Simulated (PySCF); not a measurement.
Consider C7H16O2 (SMILES CC(C)(O)CC(C)(C)O).

```xyz
25

C    -2.2192   -1.3018    0.0058
C    -1.1256   -0.3388    0.4852
C    -1.7727    0.9582    0.9895
O    -0.3889   -0.9556    1.5404
C    -0.1618   -0.0415   -0.6821
C     1.2709    0.4077   -0.2862
C     2.1711   -0.8248   -0.1249
C     1.8316    1.3210   -1.3785
O     1.2788    1.1614    0.9090
H    -2.7118   -0.9061   -0.8779
H    -2.9676   -1.4460    0.7842
H    -1.7824   -2.2677   -0.2391
H    -2.3653    0.7640    1.8831
H    -2.4276    1.3688    0.2260
H    -1.0080    1.6925    1.2272
H    -1.0113   -1.2075    2.2310
H    -0.6264    0.7365   -1.2885
H    -0.0657   -0.9354   -1.2991
H     3.1493   -0.5155    0.2368
H     1.7318   -1.5119    0.5935
H     2.2945   -1.3357   -1.0762
H     1.2584    2.2436   -1.4148
H     2.8646    1.5695   -1.1510
H     1.7855    0.8297   -2.3463
H     0.9868    0.5594    1.6080
```

Geometry: GFN2-xTB.

All numbers below come from PBE0/6-31G*, SCF density, gas phase, non-relativistic in PySCF.

> What can the converged electron density and electron localisation function tell about the bonding?

C–C (1.53 Å): ρ is about 1.7 e/Å³ halfway; the ELF peaks at about 0.95 between the atoms, as expected for a covalent bond.
O–H (0.96 Å): the density is about 3.6 e/Å³ at the midpoint; the ELF climbs to about 1 towards the hydrogen, as it does in any bond to H; an ordinary covalent bond to hydrogen.
C–H (1.09 Å): ρ at the midpoint is about 2 e/Å³; the ELF climbs to about 1 towards the hydrogen: a covalent bond by its length.

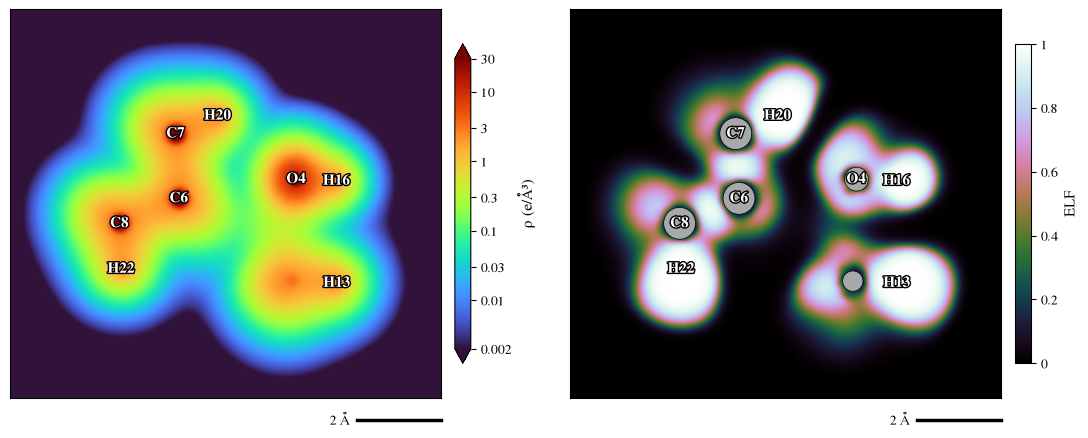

Computed electron density and electron localisation function on the plane of atoms C6, C7 and H20, in this order. Grey discs cover the atomic cores in the ELF map. 
